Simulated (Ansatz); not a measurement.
[SiPH4]− (SMILES [SiH2-]P): the energy, rung by rung

The species is [SiPH4]− (6 atoms), meant as a singlet with charge -1. SMILES: `[SiH2-]P`. The coordinates come from a GFN2-xTB relaxation. This is one conformer, not always the lowest.

```xyz
6

Si    0.3577   -1.0198   -0.1326
P    -0.3552    1.0714    0.1326
H    -0.3871   -1.6006    1.0369
H    -0.6421   -1.4081   -1.1859
H     0.4074    1.5654   -0.8998
H     0.6193    1.3917    1.0488
```

Quantity: the energy change with the P2–H5 bond stretched from 1.375 to 1.719 Å, in eV. The values are calculated.

```csv
level,kind,program,value (eV),CPU time (all runs)
SVWN5/STO-3G (restricted),LDA,Ansatz,0.71,1.1 s
BLYP/STO-3G (restricted),GGA,Ansatz,0.59,1.6 s
PBE/STO-3G (restricted),GGA,Ansatz,0.64,1.6 s
r2SCAN/STO-3G (restricted),meta-GGA,Ansatz,0.74,3.4 s
BHLYP/STO-3G (restricted),global hybrid,Ansatz,0.94,1.7 s
wB97M-V/STO-3G (restricted),range-separated hybrid,Ansatz,0.86,19 s
B2PLYP/STO-3G (restricted),double hybrid,Ansatz,0.83,2.1 s
RPA@PBE/STO-3G (restricted),RPA,Ansatz,0.69,2.3 s
MP2/STO-3G (restricted),perturbation theory,Ansatz,0.90,0.24 s
CCSDTQ/STO-3G (restricted),coupled cluster or CI,Ansatz,0.74,6.7 s
```

Sets without diffuse functions describe the anion poorly. The first shape isn't each level's own minimum. The values span 0.59 to 0.94 eV. All rows use very small basis sets, so even the best lies far from the true value. Times are those of the runs behind each value, whatever else they computed, on shared processors of several kinds: orders of magnitude only.

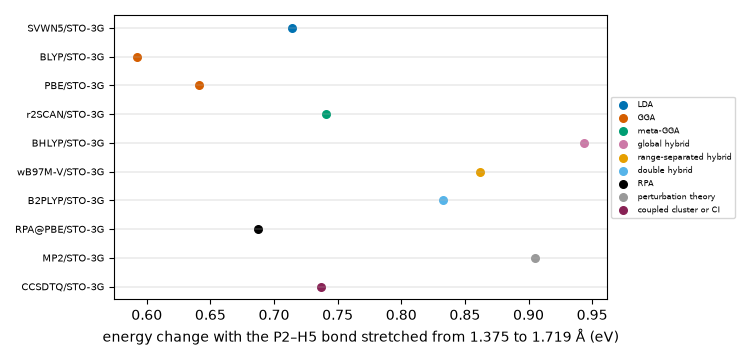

The values of the table, level by level.
